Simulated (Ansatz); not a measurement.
**Geometry relaxation of C₃H₇AlB₂ (part 2 of 3)**

Continued. System: C₃H₇AlB₂, SMILES B[C]1=[CH][Al]1[BH]C. Method: RKS r2SCAN/cc-pVDZ (Ansatz 0.2.0). It belongs to a series of runs on one base structure; here: end point A relaxed.

Geometry of the input (Å):
```
B  -2.7165  0.0259  1.1224
C  -1.6783  0.8453  0.3112
C  -1.3339  2.0550  -0.3913
Al 0.0841  0.8078  -0.3703
B  1.8604  -0.0388  -0.7869
C  2.2022  -1.4796  -0.2651
H  -3.7849  0.5766  1.3273
H  -2.5046  -1.0040  1.4954
H  -1.5784  3.0662  -0.6594
H  2.6603  0.5911  -1.3541
H  1.4760  -2.2184  -0.6841
H  3.2524  -1.7557  -0.5573
H  2.0818  -1.5062  0.8270
```

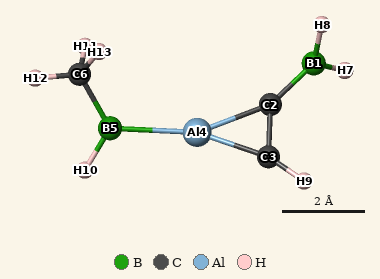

Figure 1. The geometry at step 11 of the log (ball-and-stick view, seen on its broad side; atoms are numbered from 1 in the order of the input).

### Trajectory as extended XYZ, continued
```
13
Properties=species:S:1:pos:R:3:forces:R:3 step=3 energy=-11167.19720
B    -2.8020    0.1748    1.1074    0.0458  -0.0399  -0.2356
C    -1.6408    0.8424    0.3099   -0.1520  -0.2965   0.3173
C    -1.3543    2.0258   -0.3323    0.0541   0.7673  -0.3357
Al    0.1204    0.8302   -0.4113   -0.0750   0.0057  -0.0733
B     2.0117   -0.0576   -0.8290    0.1849   0.0153   0.0658
C     2.2990   -1.4935   -0.2977    0.0241   0.0233  -0.0338
H    -3.8935    0.6629    1.2984   -0.0037   0.1529  -0.0195
H    -2.5996   -0.9486    1.5230   -0.0981   0.0963   0.0997
H    -1.9196    2.9810   -0.5042   -0.0724  -0.6274   0.3057
H     2.8496    0.5683   -1.4380    0.0437  -0.0542  -0.0443
H     1.5290   -2.1899   -0.6853    0.0017  -0.0093  -0.0142
H     3.2968   -1.8970   -0.5233    0.0214  -0.0572   0.0256
H     2.1238   -1.5336    0.7973    0.0257   0.0237  -0.0577
13
Properties=species:S:1:pos:R:3:forces:R:3 step=4 energy=-11167.26505
B    -2.8674    0.2007    1.0575    0.3619  -0.0634   0.5848
C    -1.6279    0.8033    0.3262   -0.2185  -0.6792   0.0561
C    -1.3617    1.9958   -0.3015   -0.3346   0.9309  -0.2489
Al    0.1326    0.8183   -0.4170    0.0893  -0.0117   0.0967
B     2.0823   -0.0474   -0.8230   -0.0329   0.0523  -0.2549
C     2.3543   -1.4944   -0.3200   -0.0985  -0.0201   0.1691
H    -3.9162    0.7925    1.2365    0.0571  -0.0049  -0.2601
H    -2.7300   -0.8938    1.6021   -0.1978   0.2863  -0.2704
H    -2.0506    2.8835   -0.4028    0.3663  -0.5281   0.0948
H     2.9196    0.5460   -1.4751   -0.0846   0.0121   0.1105
H     1.5560   -2.1689   -0.6905    0.0091   0.0133  -0.0166
H     3.3327   -1.9355   -0.5555    0.0653   0.0225  -0.0356
H     2.1968   -1.5348    0.7779    0.0179  -0.0100  -0.0254
13
Properties=species:S:1:pos:R:3:forces:R:3 step=5 energy=-11167.34127
B    -2.8868    0.2367    1.0728   -0.0026  -0.0910   0.1903
C    -1.6070    0.7103    0.3447   -0.2939  -0.0191   0.0282
C    -1.3650    1.9398   -0.2460    0.1803   0.0575  -0.1494
Al    0.1346    0.7723   -0.3984    0.1694   0.0890  -0.0591
B     2.0829   -0.0500   -0.8572   -0.0272  -0.0280  -0.0432
C     2.3874   -1.4876   -0.3354   -0.0092   0.0302   0.0379
H    -3.9018    0.9090    1.0748    0.0628  -0.0470  -0.1070
H    -2.8788   -0.8109    1.6848   -0.0963   0.0538   0.0186
H    -2.0682    2.7930   -0.3042    0.0396  -0.0576   0.0898
H     2.9050    0.5643   -1.5043   -0.0648  -0.0006   0.0406
H     1.6063   -2.1821   -0.7056    0.0169   0.0020  -0.0167
H     3.3787   -1.9013   -0.5731    0.0130   0.0016  -0.0116
H     2.2333   -1.5284    0.7621    0.0119   0.0092  -0.0184
13
Properties=species:S:1:pos:R:3:forces:R:3 step=6 energy=-11167.38915
B    -2.9170    0.2378    1.0538   -0.0903   0.0595  -0.0188
C    -1.6180    0.6697    0.3324   -0.4004   0.0768   0.0386
C    -1.3426    1.9287   -0.1921    0.2460  -0.1533   0.0507
Al    0.1323    0.7476   -0.3939    0.0848   0.0995  -0.0916
B     2.0652   -0.0670   -0.8889    0.0142  -0.0419  -0.0007
C     2.4124   -1.4837   -0.3383    0.0240   0.0329   0.0029
H    -3.9420    0.8876    0.8801    0.1672  -0.2329  -0.0377
H    -2.9414   -0.7213    1.7993   -0.0193   0.1486   0.0223
H    -2.0181    2.8008   -0.1599    0.0077   0.0190   0.0532
H     2.8586    0.5490   -1.5664   -0.0451   0.0003  -0.0085
H     1.6416   -2.2012   -0.6860    0.0187  -0.0021   0.0026
H     3.4093   -1.8786   -0.5873   -0.0057   0.0033  -0.0020
H     2.2802   -1.5040    0.7620   -0.0017  -0.0096  -0.0110
13
Properties=species:S:1:pos:R:3:forces:R:3 step=7 energy=-11167.44108
B    -2.9508    0.2484    1.0310   -0.2050   0.0467  -0.1406
C    -1.6407    0.6447    0.3148   -0.5283   0.2371   0.0848
C    -1.3220    1.9274   -0.1377    0.3257  -0.3447   0.1476
Al    0.1194    0.7216   -0.3959    0.0415   0.1375  -0.1036
B     2.0457   -0.0892   -0.9167    0.0001  -0.0766   0.0485
C     2.4425   -1.4850   -0.3409    0.0243   0.0530  -0.0176
H    -3.9900    0.8449    0.7312    0.3261  -0.3515   0.0551
H    -2.9933   -0.6258    1.8819    0.0346   0.2696  -0.0614
H    -1.9611    2.8194   -0.0293    0.0117   0.0187   0.0324
H     2.8062    0.5362   -1.6217   -0.0335  -0.0215  -0.0351
H     1.6921   -2.2343   -0.6679    0.0355   0.0279  -0.0049
H     3.4499   -1.8515   -0.5947   -0.0358   0.0080   0.0036
H     2.3226   -1.4917    0.7607    0.0031  -0.0043  -0.0087
13
Properties=species:S:1:pos:R:3:forces:R:3 step=8 energy=-11167.53034
B    -2.9813    0.2431    0.9944   -0.2317   0.0351  -0.0936
C    -1.6808    0.6506    0.2853   -0.3273   0.4425   0.1644
C    -1.2805    1.9479   -0.0669    0.1169  -0.4702   0.0084
Al    0.1039    0.7050   -0.4005   -0.0639   0.1853  -0.0332
B     2.0213   -0.1102   -0.9357   -0.0059  -0.0850   0.0228
C     2.4581   -1.4844   -0.3371    0.0184   0.0509   0.0088
H    -4.0544    0.7154    0.6026    0.3748  -0.3767   0.0861
H    -2.9824   -0.5160    1.9607    0.0307   0.3531  -0.2485
H    -1.8767    2.8704    0.0705    0.1286  -0.1421   0.1361
H     2.7515    0.5114   -1.6769   -0.0490  -0.0419  -0.0309
H     1.7246   -2.2564   -0.6517    0.0419   0.0464  -0.0091
H     3.4720   -1.8301   -0.5949   -0.0409   0.0125   0.0068
H     2.3454   -1.4815    0.7652    0.0073  -0.0098  -0.0182
13
Properties=species:S:1:pos:R:3:forces:R:3 step=9 energy=-11167.62609
B    -2.9992    0.2564    0.9725   -0.2651  -0.2472  -0.1159
C    -1.7094    0.6760    0.2792   -0.2653   0.5441   0.1246
C    -1.2531    1.9605   -0.0388    0.0475  -0.2083   0.1423
Al    0.0885    0.6998   -0.4096   -0.0508   0.1439  -0.0505
B     1.9996   -0.1276   -0.9472   -0.0297  -0.0525  -0.0407
C     2.4660   -1.4807   -0.3297    0.0095   0.0437   0.0731
H    -4.0976    0.5620    0.4973    0.4384  -0.2688   0.1328
H    -2.9629   -0.4121    2.0020   -0.0262   0.3502  -0.2257
H    -1.7978    2.9049    0.1745    0.1991  -0.2744   0.0112
H     2.7042    0.4791   -1.7268   -0.0755  -0.0465  -0.0134
H     1.7441   -2.2643   -0.6402    0.0159   0.0195  -0.0185
H     3.4818   -1.8148   -0.5908   -0.0047   0.0155  -0.0001
H     2.3563   -1.4741    0.7724    0.0069  -0.0192  -0.0192
13
Properties=species:S:1:pos:R:3:forces:R:3 step=10 energy=-11167.72551
B    -3.0080    0.1999    0.9109   -0.2427   0.4743   0.3296
C    -1.7364    0.7098    0.2776   -0.1194   0.4950   0.0087
C    -1.2122    1.9798    0.0256   -0.0756  -0.2366   0.1200
Al    0.0734    0.7095   -0.4183    0.0531  -0.0195  -0.0778
B     1.9543   -0.1561   -0.9741    0.0063   0.0044   0.0767
C     2.4675   -1.4742   -0.3161   -0.0114   0.0606   0.0142
H    -4.1068    0.3956    0.3959    0.3852  -0.4487  -0.0047
H    -2.9539   -0.2576    2.0494   -0.0491   0.0105  -0.4001
H    -1.6997    2.9434    0.2719    0.1117  -0.2617   0.0408
H     2.6249    0.4402   -1.7894   -0.0598  -0.0901  -0.0770
H     1.7699   -2.2804   -0.6258    0.0185  -0.0001  -0.0198
H     3.4918   -1.7820   -0.5772   -0.0151   0.0177   0.0068
H     2.3557   -1.4627    0.7845   -0.0016  -0.0059  -0.0175
13
Properties=species:S:1:pos:R:3:forces:R:3 step=11 energy=-11167.81666
B    -3.0008    0.1952    0.8801   -0.2525   0.2914   0.3812
C    -1.7282    0.7503    0.3049   -0.2613   0.6659   0.0473
C    -1.1706    2.0097    0.0910   -0.0625  -0.3278   0.1278
Al    0.0696    0.7178   -0.4042    0.2016  -0.0015  -0.1255
B     1.9042   -0.1840   -1.0031    0.0446   0.0496  -0.0552
C     2.4653   -1.4507   -0.2896    0.0630   0.0485   0.0672
H    -4.0710    0.2967    0.2923    0.3485  -0.3605   0.0191
H    -2.9825   -0.2462    2.0283   -0.0351   0.0267  -0.4414
H    -1.6252    2.9799    0.3647    0.0734  -0.2463   0.0235
H     2.5098    0.3409   -1.9194   -0.1040  -0.1524   0.0181
H     1.7984   -2.2874   -0.5893    0.0029   0.0096  -0.0425
H     3.4972   -1.7332   -0.5505   -0.0157   0.0054   0.0082
H     2.3542   -1.4237    0.8096   -0.0029  -0.0087  -0.0278
13
Properties=species:S:1:pos:R:3:forces:R:3 step=12 energy=-11167.89209
B    -3.0299    0.2527    0.8979   -0.3670  -0.7367  -0.2073
C    -1.7663    0.8175    0.3284    0.1958   1.0365  -0.0215
C    -1.1406    2.0427    0.1270   -0.0549  -0.5597   0.0358
Al    0.0670    0.7247   -0.4123   -0.3166   0.1291   0.1328
B     1.8866   -0.1990   -1.0123    0.0890  -0.0590  -0.0798
C     2.4729   -1.4459   -0.2787    0.0027   0.1031   0.0318
H    -4.0624    0.1185    0.2141    0.6385   0.0688   0.4060
H    -2.9892   -0.2206    2.0323   -0.1397   0.2655  -0.3198
H    -1.5594    3.0239    0.4056    0.0955  -0.1351   0.0099
H     2.4631    0.2852   -1.9708   -0.1310  -0.1399   0.0605
H     1.8180   -2.2876   -0.5953    0.0075   0.0074  -0.0372
H     3.5075   -1.7183   -0.5398   -0.0196   0.0296   0.0126
H     2.3531   -1.4287    0.8188   -0.0004  -0.0096  -0.0238
13
Properties=species:S:1:pos:R:3:forces:R:3 step=13 energy=-11168.00147
B    -3.0181    0.2271    0.8632   -0.3419  -0.4500  -0.2053
C    -1.7855    0.8954    0.3538    0.0836   0.8350   0.0080
C    -1.1100    2.0854    0.1753   -0.1463  -0.4138   0.0917
Al    0.0413    0.7408   -0.4060   -0.0768  -0.0537   0.0882
B     1.8251   -0.2444   -1.0275    0.0258   0.1105  -0.0660
C     2.4787   -1.4278   -0.2460    0.0475   0.0761  -0.0921
H    -4.0127    0.0458    0.1440    0.5835   0.0477   0.3341
H    -3.0083   -0.2368    1.9958   -0.0526   0.1346  -0.2550
H    -1.4792    3.0792    0.4759    0.0792  -0.1180  -0.0280
H     2.3241    0.1755   -2.0638   -0.1287  -0.2405   0.1740
H     1.8762   -2.3021   -0.5881    0.0451   0.0203  -0.0152
H     3.5274   -1.6420   -0.5123   -0.0633   0.0049   0.0191
H     2.3616   -1.4310    0.8504   -0.0551   0.0470  -0.0535
13
Properties=species:S:1:pos:R:3:forces:R:3 step=14 energy=-11168.11671
B    -2.9983    0.2031    0.8261    0.0399  -0.1824  -0.0585
C    -1.8134    0.9842    0.3899   -0.1680   0.3728   0.0702
C    -1.0835    2.1211    0.2274   -0.0021   0.0482   0.0622
Al    0.0119    0.7354   -0.3644    0.1207  -0.1057  -0.0040
B     1.7714   -0.2726   -1.0203   -0.2078   0.2913  -0.4174
C     2.4712   -1.3979   -0.2303    0.2288  -0.2976   0.1267
H    -3.9196   -0.0436    0.0757    0.1548  -0.0260  -0.0073
H    -3.0081   -0.2536    1.9492   -0.0016  -0.0169  -0.0406
H    -1.4029    3.1344    0.5176    0.0756  -0.1004  -0.0442
H     2.2033    0.0385   -2.1257   -0.1743  -0.1150   0.2581
H     1.9147   -2.2980   -0.5987    0.0811   0.1107   0.0344
H     3.5302   -1.5732   -0.4948   -0.1256   0.0252   0.0389
H     2.3435   -1.4128    0.8629   -0.0216  -0.0041  -0.0185
13
Properties=species:S:1:pos:R:3:forces:R:3 step=15 energy=-11168.21433
B    -2.9599    0.1728    0.7912    0.3934   0.1591  -0.2372
C    -1.8483    1.1022    0.4346   -0.4025  -0.0177   0.1294
C    -1.0542    2.1851    0.2772   -0.1238   0.0745   0.0655
Al   -0.0211    0.7480   -0.3256    0.0042  -0.1648   0.0140
B     1.6757   -0.3140   -1.0340    0.2107   0.0002   0.1107
C     2.4642   -1.3847   -0.2022   -0.1925  -0.0840  -0.4098
H    -3.8060   -0.1570   -0.0146    0.1715   0.0414   0.0083
H    -2.9727   -0.3054    1.9018    0.0353  -0.0528   0.0125
H    -1.3199    3.2216    0.5390    0.1083  -0.1084  -0.0509
H     2.0430   -0.0621   -2.1735   -0.1395  -0.1436   0.2082
H     1.9622   -2.3113   -0.5973    0.1253   0.1436   0.1139
H     3.5312   -1.5107   -0.4692   -0.1797   0.0905   0.0406
H     2.3266   -1.4193    0.8874   -0.0107   0.0618  -0.0052
13
Properties=species:S:1:pos:R:3:forces:R:3 step=16 energy=-11168.26889
B    -2.9374    0.1582    0.7700    0.6643   0.0354  -0.3544
C    -1.9114    1.1973    0.5026    0.2752   0.2386   0.0192
C    -0.9994    2.1796    0.3308   -0.3136  -0.0996   0.0879
Al   -0.0947    0.6209   -0.2552   -0.3022   0.1681  -0.1262
B     1.6257   -0.3486   -1.0918   -0.3923   0.0600   0.4449
C     2.4228   -1.3463   -0.1963    0.0785  -0.2200  -0.3041
H    -3.6832   -0.2041   -0.1117   -0.0184   0.0532   0.0570
H    -2.9202   -0.3849    1.8483   -0.0765  -0.0259   0.0562
H    -1.1357    3.2579    0.5444    0.0644  -0.3566  -0.0588
H     1.9160   -0.1224   -2.2470    0.0027  -0.0884   0.0881
H     1.9917   -2.3245   -0.5578    0.1529   0.2817   0.1921
H     3.5088   -1.4163   -0.4120   -0.2220   0.0179   0.0613
H     2.2375   -1.3017    0.8906    0.0870  -0.0644  -0.1631
13
Properties=species:S:1:pos:R:3:forces:R:3 step=17 energy=-11168.39384
B    -2.8175    0.1100    0.7011    0.2893   0.3750  -0.4361
C    -1.9431    1.3042    0.5271   -0.1016  -0.2468   0.0254
C    -1.0119    2.2564    0.3630   -0.1740   0.1595   0.0943
Al   -0.1674    0.6652   -0.2534   -0.1954  -0.0007   0.1235
B     1.5102   -0.3891   -1.0302   -0.0198   0.1099  -0.0017
C     2.4071   -1.3474   -0.1876   -0.0778  -0.3794  -0.0859
H    -3.5559   -0.2770   -0.1983    0.2888   0.1820   0.2252
H    -2.8447   -0.4310    1.7828    0.1204  -0.0714  -0.0201
H    -1.0983    3.3404    0.5926    0.0476  -0.5025  -0.1511
H     1.7561   -0.2298   -2.2143   -0.0857  -0.0517   0.1739
H     2.0172   -2.3540   -0.5271    0.1970   0.3884   0.1661
H     3.4882   -1.3585   -0.4482   -0.3446   0.0545  -0.0085
H     2.2807   -1.3243    0.9073    0.0559  -0.0167  -0.1051
13
Properties=species:S:1:pos:R:3:forces:R:3 step=18 energy=-11168.48503
B    -2.7446    0.1090    0.6562    0.4577   0.0396  -0.2219
C    -1.9581    1.3642    0.5556   -0.3558  -0.3291   0.0568
C    -1.0169    2.2905    0.3835   -0.0067   0.4792  -0.0117
Al   -0.2254    0.6639   -0.2143   -0.1042  -0.0649   0.1230
B     1.4297   -0.4042   -0.9781   -0.0472   0.0346  -0.1581
C     2.3675   -1.3471   -0.1657    0.1360  -0.3564  -0.0859
H    -3.4438   -0.2717   -0.2706    0.1516   0.1605   0.1972
H    -2.6958   -0.5228    1.6964   -0.0323   0.0941  -0.1324
H    -1.0801    3.3790    0.5786    0.0775  -0.4281  -0.0489
H     1.6259   -0.2822   -2.1807   -0.0608  -0.0510   0.2643
H     2.0191   -2.3698   -0.4887    0.1344   0.3543   0.1000
H     3.4314   -1.3043   -0.4942   -0.3450  -0.0032   0.0919
H     2.3115   -1.3392    0.9368   -0.0051   0.0704  -0.1744
13
Properties=species:S:1:pos:R:3:forces:R:3 step=19 energy=-11168.57105
B    -2.5776    0.0519    0.5801    0.1820   0.4753   0.1504
C    -1.9761    1.4220    0.5835   -0.2284  -0.3072   0.0841
C    -1.0234    2.3300    0.3901   -0.0866   0.2220   0.1512
Al   -0.2893    0.6420   -0.1588   -0.0058  -0.0747  -0.0382
B     1.3282   -0.4324   -0.9522    0.0475   0.0467  -0.1622
C     2.3067   -1.3373   -0.1487    0.2472  -0.1939   0.0096
H    -3.2998   -0.2593   -0.3405    0.0756  -0.0670  -0.0387
H    -2.5545   -0.6060    1.6093    0.0753   0.0932  -0.2182
H    -1.0239    3.4115    0.6077    0.0208  -0.3411  -0.1095
H     1.4773   -0.3521   -2.1604   -0.0655  -0.0417   0.1597
H     2.0149   -2.3790   -0.4451    0.0539   0.2491   0.1302
H     3.3591   -1.2469   -0.5048   -0.3191  -0.0026   0.1035
H     2.2789   -1.2792    0.9546    0.0031  -0.0581  -0.2219
```
